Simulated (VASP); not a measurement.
# Si2W: structure and properties in VASP

What structure and properties does LDA give Si2W, and how near are they to the measured ones? The steps: relaxing cell and atoms (LDA), second relaxation, single point with fields (LDA), band structure (LDA), total and projected DOS (LDA), band structure (LDA + SOC) and optical spectrum (LDA). The start is a cell from a database of measured crystal structures.

Main program and level: VASP 6.6.1; LDA; plane waves and PAW (Si, W), in the first sound run; inputs show where later runs differ.

Experimental background.

For WSi2, tetragonal MoSi2-type (Czochralski-grown material), “Giant magnetoresistance, Fermi surface topology, Shoenberg effect and vanishing quantum oscillations in type-II Dirac semimetal candidates MoSi2 and WSi2” (2022, arxiv:2202.05362) gives, by powder X-ray diffraction: lattice constant a 3.21395 Å; lattice constant c 7.83128 Å.

**1. The starting structure**

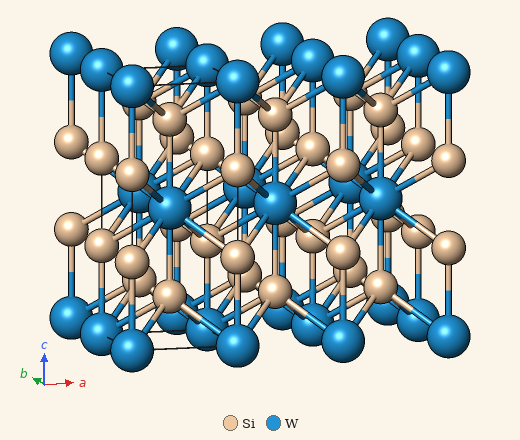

The cell as given, slightly off an axis (silicon light orange, tungsten blue). 3×2×1 cells are drawn. This picture shows the conventional cell, with its axes. Some periodic images of atoms are drawn too.

**2. Relaxing cell and atoms (LDA)**

Properties are meant for the cell that this level of theory prefers, so cell and atoms are relaxed first (ISIF = 3) until forces and stress are small; EDIFFG sets the threshold. LDA, the lowest rung, knows the local density alone.

Contents of INCAR:

```
SYSTEM = Si2W
PREC = Accurate
ENCUT = 400
EDIFF = 1E-06
NELM = 100
ISMEAR = 0
SIGMA = 0.05
LREAL = .FALSE.
ALGO = Normal
GGA = CA
NBANDS = 13
LASPH = .TRUE.
LORBIT = 11
LWAVE = .FALSE.
LCHARG = .FALSE.
KPAR = 2
IBRION = 2
NSW = 60
ISIF = 3
EDIFFG = -0.01
```

Contents of POSCAR:

```
Si2W
1.0
   -1.6069000000      1.6069000000      3.9149500000
    1.6069000000     -1.6069000000      3.9149500000
    1.6069000000      1.6069000000     -3.9149500000
Si W
2 1
Direct
    0.3347000000      0.3347000000      0.0000000000
    0.6653000000      0.6653000000      0.0000000000
    0.0000000000      0.0000000000      0.0000000000
```

Contents of KPOINTS:

```
Automatic mesh
0
Gamma
10 10 10
0 0 0
```

PAW data sets: Si and W (LDA family, release 64).

Started as:

```bash
> mpirun -np 2 vasp_std
```

Output:

```text
[banner, memory and clock lines left out]
running    2 mpi-ranks, on    1 nodes
 distrk:  each k-point on    1 cores,    2 groups
 distr:  one band on    1 cores,    1 groups

 POSCAR found type information on POSCAR SiW
 POSCAR found :  2 types and       3 ions
 LDA part: xc-table for (Slater(with rela. corr.)+CA(PZ))
 , standard interpolation
 POSCAR, INCAR and KPOINTS ok, starting setup
 FFT: planning ... GRIDC
 FFT: planning ... GRID_SOFT
 FFT: planning ... GRID
 WAVECAR not read
 entering main loop
       N       E                     dE             d eps       ncg     rms          rms(c)
DAV:   1     0.147880434465E+02    0.14788E+02   -0.51831E+03  2724   0.753E+02
DAV:   2    -0.266299026372E+02   -0.41418E+02   -0.38029E+02  3340   0.154E+02
DAV:   3    -0.283070525167E+02   -0.16771E+01   -0.16477E+01  3566   0.276E+01
DAV:   4    -0.283243537558E+02   -0.17301E-01   -0.17239E-01  3098   0.307E+00
DAV:   5    -0.283245655541E+02   -0.21180E-03   -0.21176E-03  3716   0.305E-01    0.254E+01
DAV:   6    -0.275822556472E+02    0.74231E+00   -0.21418E+00  3540   0.888E+00    0.104E+01
DAV:   7    -0.274594847197E+02    0.12277E+00   -0.23454E-01  3040   0.317E+00    0.542E+00
DAV:   8    -0.274316956456E+02    0.27789E-01   -0.47129E-02  3424   0.160E+00    0.502E-01
DAV:   9    -0.274314571080E+02    0.23854E-03   -0.20813E-03  3184   0.313E-01    0.265E-01
DAV:  10    -0.274313650189E+02    0.92089E-04   -0.37189E-04  3327   0.113E-01    0.675E-02
DAV:  11    -0.274313468631E+02    0.18156E-04   -0.58791E-05  3272   0.506E-02    0.260E-02
DAV:  12    -0.274313470425E+02   -0.17944E-06   -0.19389E-06  2588   0.103E-02
   1 F= -.27431347E+02 E0= -.27430998E+02  d E =-.274313E+02
 curvature:   0.00 expect dE= 0.000E+00 dE for cont linesearch  0.000E+00
 trial: gam= 0.00000 g(F)=  0.894E-03 g(S)=  0.978E-01 ort = 0.000E+00 (trialstep = 0.100E+01)
 search vector abs. value=  0.987E-01
 bond charge predicted
       N       E                     dE             d eps       ncg     rms          rms(c)
DAV:   1    -0.274362755062E+02   -0.49286E-02   -0.25405E+00  2807   0.112E+01    0.477E+00
DAV:   2    -0.273925693494E+02    0.43706E-01   -0.72437E-02  3157   0.199E+00    0.206E+00
DAV:   3    -0.273817785465E+02    0.10791E-01   -0.10626E-02  3117   0.676E-01    0.681E-01
DAV:   4    -0.273802488590E+02    0.15297E-02   -0.20952E-03  3231   0.293E-01    0.115E-01
DAV:   5    -0.273802556102E+02   -0.67513E-05   -0.42983E-05  3200   0.477E-02    0.632E-02
DAV:   6    -0.273802479724E+02    0.76378E-05   -0.46913E-05  3037   0.373E-02    0.814E-03
DAV:   7    -0.273802467298E+02    0.12426E-05   -0.45030E-06  3120   0.129E-02    0.599E-03
DAV:   8    -0.273802467266E+02    0.32012E-08   -0.12228E-07  1556   0.281E-03
   2 F= -.27380247E+02 E0= -.27379944E+02  d E =0.511003E-01
[...]
3 F= -.27448466E+02 E0= -.27448135E+02  d E =-.171192E-01
[...]
4 F= -.27448470E+02 E0= -.27448139E+02  d E =-.171231E-01
[...]
5 F= -.27448529E+02 E0= -.27448173E+02  d E =-.588793E-04
 trial-energy change:   -0.000059  1 .order   -0.000060   -0.000231    0.000111
 step:   0.5866(harm=  0.5866)  dis= 0.00006  next Energy=   -27.448548 (dE=-0.779E-04)
 bond charge predicted
       N       E                     dE             d eps       ncg     rms          rms(c)
DAV:   1    -0.274485573845E+02   -0.27550E-04   -0.70456E-04  3045   0.176E-01    0.144E-02
DAV:   2    -0.274485497814E+02    0.76030E-05   -0.16220E-05  3329   0.305E-02    0.946E-03
DAV:   3    -0.274485473028E+02    0.24786E-05   -0.43124E-06  3259   0.133E-02    0.247E-03
DAV:   4    -0.274485472214E+02    0.81387E-07   -0.39702E-07  1466   0.448E-03
   6 F= -.27448547E+02 E0= -.27448200E+02  d E =-.770811E-04
 curvature:  -0.30 expect dE=-0.763E-06 dE for cont linesearch -0.239E-08
 trial: gam= 0.00537 g(F)=  0.674E-06 g(S)=  0.191E-05 ort =-0.147E-05 (trialstep = 0.812E+00)
 search vector abs. value=  0.258E-05
 reached required accuracy - stopping structural energy minimisation
```

Run time: 63 s. Hardware: 2 MPI ranks of AMD EPYC 7R43, shared host; peak memory 0.31 GiB; 2 min of CPU time.

The logs omit lines about the potential files and the build; timing stands in the text.

Parts of OUTCAR (step 2):

```text
ion  position               nearest neighbor table
   1  0.335  0.335  0.000-   2 2.59   3 2.62   3 2.62   3 2.62   3 2.62   3 2.62   2 2.63   2 2.63
                             2 2.63   2 2.63
   2  0.665  0.665  0.000-   1 2.59   3 2.62   3 2.62   3 2.62   3 2.62   3 2.62   1 2.63   1 2.63
                             1 2.63   1 2.63
   3  0.000  0.000  0.000-   2 2.62   2 2.62   2 2.62   1 2.62   2 2.62   1 2.62   1 2.62   1 2.62
                             1 2.62   2 2.62

  LATTYP: Found a body centered tetragonal cell.
 ALAT       =     3.2138000000
 C/A-ratio  =     2.4363370465

 Subroutine GETGRP returns: Found 16 space group operations
 (whereof 16 operations were pure point group operations)

The static configuration has the point symmetry D_4h.

 Found    102 irreducible k-points:

   k-points           NKPTS =    102   k-points in BZ     NKDIM =    102   number of bands    NBANDS=     13

   dimension x,y,z NGX =    30 NGY =   30 NGZ =   30
   dimension x,y,z NGXF=    60 NGYF=   60 NGZF=   60

   ENCUT  =  400.0 eV  29.40 Ry    5.42 a.u.   7.38  7.38  7.38*2*pi/ulx,y,z

   NELECT =      14.0000    total number of electrons

 k-points in reciprocal lattice and weights: Automatic mesh
   0.00000000  0.00000000  0.00000000       0.001
   0.10000000 -0.00000000  0.00000000       0.008
   0.20000000 -0.00000000  0.00000000       0.008
   0.30000000  0.00000000 -0.00000000       0.008
   0.40000000  0.00000000  0.00000000       0.008
   0.50000000  0.00000000  0.00000000       0.004
   0.10000000  0.10000000  0.00000000       0.008
   0.20000000  0.10000000  0.00000000       0.016
   0.30000000  0.10000000  0.00000000       0.016
[...]
-0.40000000 -0.40000000  0.40000000       0.002
   0.50000000  0.50000000  0.50000000       0.001

 average (electrostatic) potential at core
       1 -80.5077       2 -80.5077       3 -34.8356

 E-fermi :  10.8083

 k-point     1 :       0.0000    0.0000    0.0000
  band No.  band energies     occupation
    ...
      2       3.8537      2.00000
      3       7.1371      2.00000
      4       7.3596      2.00000
      5       7.9366      2.00000
      6       7.9366      2.00000
      7      11.4363      0.00000
      8      13.7463      0.00000
      9      13.8114      0.00000
     10      14.0346      0.00000
     11      14.0346      0.00000
    ...

 k-point     2 :       0.1000   -0.0000    0.0000
  band No.  band energies     occupation
    ...
      3       6.5327      2.00000
      4       7.3662      2.00000
      5       8.0658      2.00000
      6       8.1967      2.00000
      7      10.7584      1.84164
      8      13.1614      0.00000
      9      13.5006      0.00000
     10      14.3682      0.00000
     11      14.8023      0.00000
     12      15.7572      0.00000
    ...

 k-point     3 :       0.2000   -0.0000    0.0000
  band No.  band energies     occupation
    ...
      3       5.6429      2.00000
      4       7.1904      2.00000
      5       8.3738      2.00000
      6       8.4120      2.00000
      7       9.7548      2.00000
      8      12.2761      0.00000
      9      13.1053      0.00000
     10      15.3551      0.00000
     11      15.4463      0.00000
     12      16.0896      0.00000
    ...

  Total        0.0063135      0.0063135      0.0062635      0.0000000      0.0000000      0.0000000
  in kB        0.2562137      0.2562137      0.2541876      0.0000000      0.0000000      0.0000000
  external PRESSURE =       0.2555384 kB  Pullay stress =       0.0000000 kB

  energy-cutoff  :      400.00
  volume of cell :       39.48
      direct lattice vectors                 reciprocal lattice vectors
    -1.593624743  1.593624743  3.886358859     0.000000000  0.313750149  0.128655129
     1.593624743 -1.593624743  3.886358859     0.313750149  0.000000000  0.128655129
     1.593624743  1.593624743 -3.886358859     0.313750149  0.313750149  0.000000000

 POSITION                                       TOTAL-FORCE (eV/Angst)
 -----------------------------------------------------------------------------------
      0.00000      0.00000      2.60298        -0.000000     -0.000000     -0.002643
      1.59362      1.59362      1.28338         0.000000      0.000000      0.002643
      0.00000      0.00000      0.00000         0.000000      0.000000     -0.000000
 -----------------------------------------------------------------------------------
    total drift:                                0.000000      0.000000     -0.000000

  FREE ENERGIE OF THE ION-ELECTRON SYSTEM (eV)
  ---------------------------------------------------
  free  energy   TOTEN  =       -27.4485472214 eV

  energy  without entropy=      -27.4478520436  energy(sigma->0) =      -27.44819963

 reached required accuracy - stopping structural energy minimisation

 total charge
# of ion       s       p       d       tot
------------------------------------------
    1        0.745   0.915   0.000   1.660
    2        0.745   0.915   0.000   1.660
    3        0.571   0.692   4.566   5.829
--------------------------------------------------
tot          2.060   2.521   4.566   9.148

[... 3 further parts left out ...]
```

The data set W keeps the semicore shell frozen, which is cheaper and a little less accurate. The run keeps the 16 symmetry operations of its start, so it cannot find a distortion of lower symmetry.

Step by step:

```
step  energy less that of the first step (eV)  largest force (eV/Å)  pressure (GPa)  volume (Å³)
   1                                   0.0000                0.0963           -5.64        40.44
   2                                   0.0511                0.2211           12.71        37.72
   3                                  -0.0171                0.0007           -0.10        39.51
   4                                  -0.0171                0.0028            0.01        39.49
   5                                  -0.0172                0.0030            0.03        39.48
   6                                  -0.0172                0.0026            0.03        39.48
```

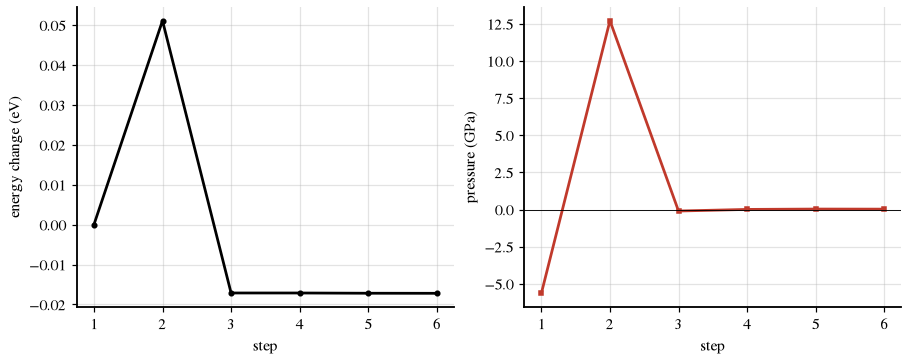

Energy and pressure along the relaxation.

```
conventional cell, symmetrised  before  after  change
                         a (Å)   3.214  3.187  -0.8 %
                         b (Å)   3.214  3.187  -0.8 %
                         c (Å)   7.830  7.773  -0.7 %
              volume (Å³/atom)   13.48  13.16  -2.4 %
```

The relaxed structure:

```cif
data_structure
_symmetry_space_group_name_H-M 'P 1'
_symmetry_Int_Tables_number 1
_cell_length_a 4.4926
_cell_length_b 4.4926
_cell_length_c 4.4926
_cell_angle_alpha 138.447
_cell_angle_beta 138.447
_cell_angle_gamma 60.219
_cell_volume 39.48
loop_
_atom_site_label
_atom_site_type_symbol
_atom_site_fract_x
_atom_site_fract_y
_atom_site_fract_z
_atom_site_occupancy
Si1 Si 0.33489 0.33489 0.00000 1
Si2 Si 0.66511 0.66511 0.00000 1
W3 W 0.00000 0.00000 0.00000 1
```

Numbers from this step:

```
electrons                       : 14
bands                           : 13
irreducible k-points            : 102
symmetry operations             : 16
free energy (TOTEN)             : -27.45 eV
energy at zero smearing         : -27.45 eV
Fermi energy                    : 10.81 eV
pressure                        : 0.02555 GPa
metallic                        : yes
SCF cycles over all ionic steps : 39
```

It ends with a largest force of 0.003 eV/Å and a pressure of 0.03 GPa. The volume lies -2.4 % from that of the database's start, which holds the thermal and zero-point expansion of its experiment.

**3. Second relaxation**

The basis stayed that of the start cell while the cell moved. A rerun from the cell reached resets it; the error of the finite cutoff stays.

INCAR is that of step 2.

Contents of POSCAR:

```
Si2W
1.0
   -1.5936247427      1.5936247427      3.8863588592
    1.5936247427     -1.5936247427      3.8863588592
    1.5936247427      1.5936247427     -3.8863588592
Si W
2 1
Direct
    0.3348864609      0.3348864609      0.0000000000
    0.6651135391      0.6651135391      0.0000000000
    0.0000000000      0.0000000000      0.0000000000
```

KPOINTS is that of step 2.

Started as:

```bash
> mpirun -np 2 vasp_std
```

Output:

```text
[... set-up lines as in an earlier step ...]
 entering main loop
       N       E                     dE             d eps       ncg     rms          rms(c)
DAV:   1     0.155586240992E+02    0.15559E+02   -0.51470E+03  2772   0.752E+02
DAV:   2    -0.266882337378E+02   -0.42247E+02   -0.38790E+02  3397   0.157E+02
DAV:   3    -0.283023505886E+02   -0.16141E+01   -0.15903E+01  3565   0.269E+01
DAV:   4    -0.283169952947E+02   -0.14645E-01   -0.14637E-01  3082   0.296E+00
DAV:   5    -0.283171741725E+02   -0.17888E-03   -0.17885E-03  3750   0.289E-01    0.266E+01
DAV:   6    -0.275993487592E+02    0.71783E+00   -0.19406E+00  3545   0.856E+00    0.111E+01
DAV:   7    -0.274736165045E+02    0.12573E+00   -0.20649E-01  2995   0.300E+00    0.539E+00
DAV:   8    -0.274485289587E+02    0.25088E-01   -0.40584E-02  3419   0.149E+00    0.495E-01
DAV:   9    -0.274482772202E+02    0.25174E-03   -0.18033E-03  3149   0.294E-01    0.266E-01
DAV:  10    -0.274481933274E+02    0.83893E-04   -0.34742E-04  3320   0.109E-01    0.749E-02
DAV:  11    -0.274481765768E+02    0.16751E-04   -0.52695E-05  3248   0.479E-02    0.255E-02
DAV:  12    -0.274481767669E+02   -0.19011E-06   -0.16195E-06  2402   0.962E-03
   1 F= -.27448177E+02 E0= -.27447829E+02  d E =-.274482E+02
 curvature:   0.00 expect dE= 0.000E+00 dE for cont linesearch  0.000E+00
 trial: gam= 0.00000 g(F)=  0.732E-06 g(S)=  0.240E-06 ort = 0.000E+00 (trialstep = 0.100E+01)
 search vector abs. value=  0.973E-06
 reached required accuracy - stopping structural energy minimisation
```

Elapsed: 21 s, on 2 MPI ranks; peak memory 0.29 GiB; 39 s of CPU time.

From OUTCAR (step 3):

```text
  LATTYP: Found a body centered tetragonal cell.
 ALAT       =     3.1872494854
 C/A-ratio  =     2.4386913400

The static configuration has the point symmetry D_4h.

 Found    102 irreducible k-points:

   ENCUT  =  400.0 eV  29.40 Ry    5.42 a.u.   7.33  7.33  7.33*2*pi/ulx,y,z

   NELECT =      14.0000    total number of electrons

 E-fermi :  10.8085

 k-point     1 :       0.0000    0.0000    0.0000
  band No.  band energies     occupation
    ...
      2       3.8537      2.00000
      3       7.1372      2.00000
      4       7.3597      2.00000
      5       7.9367      2.00000
      6       7.9367      2.00000
      7      11.4366      0.00000
      8      13.7464      0.00000
      9      13.8114      0.00000
     10      14.0347      0.00000
     11      14.0347      0.00000
    ...

 k-point     2 :       0.1000    0.0000    0.0000
  band No.  band energies     occupation
    ...
      3       6.5328      2.00000
      4       7.3663      2.00000
      5       8.0659      2.00000
      6       8.1968      2.00000
      7      10.7587      1.84129
      8      13.1616      0.00000
      9      13.5007      0.00000
     10      14.3683      0.00000
     11      14.8026      0.00000
     12      15.7573      0.00000
    ...

  Total        0.0022232      0.0022232      0.0022488      0.0000000     -0.0000000      0.0000000
  in kB        0.0902227      0.0902227      0.0912619      0.0000000     -0.0000000      0.0000000
  external PRESSURE =       0.0905691 kB  Pullay stress =       0.0000000 kB

 POSITION                                       TOTAL-FORCE (eV/Angst)
 -----------------------------------------------------------------------------------
      0.00000      0.00000      2.60298         0.000000      0.000000     -0.002755
      0.00000      0.00000      5.16974        -0.000000     -0.000000      0.002755
      0.00000      0.00000      0.00000         0.000000      0.000000     -0.000000
 -----------------------------------------------------------------------------------
    total drift:                                0.000000      0.000000     -0.000000

  FREE ENERGIE OF THE ION-ELECTRON SYSTEM (eV)
  ---------------------------------------------------
  free  energy   TOTEN  =       -27.4481767669 eV

  energy  without entropy=      -27.4474810927  energy(sigma->0) =      -27.44782893

[... 6 parts as in an earlier step ...]

[... 7 further parts left out ...]
```

Little changed from the start: no atom moved by 0.005 Å and no cell edge by 0.1 %.

Numbers from this step:

| Item | Value |
| --- | --- |
| pressure | 0.009057 GPa |
| SCF cycles over all ionic steps | 12 |

It ends with a largest force of 0.003 eV/Å and a pressure of 0.01 GPa. The volume moved by under 0.01 %: the run met its threshold at the first step.

(Part 1 of 4 ends here.)

[Lines on the potential files, build, host, timing and source positions are cut from VASP's logs without a mark.]

[Logs are printed without paths, hosts, clocks, repeated set-up lines and the standing remarks that a program may print on its own settings, such as how far it seeks lower states.]

[Hosts, paths, dates, database ids (printed as entryN), source tags and the programs' standing remarks are cut or masked in the printed files.]

[A measured line is paired with the nearest computed mode of its activity, which favours agreement.]
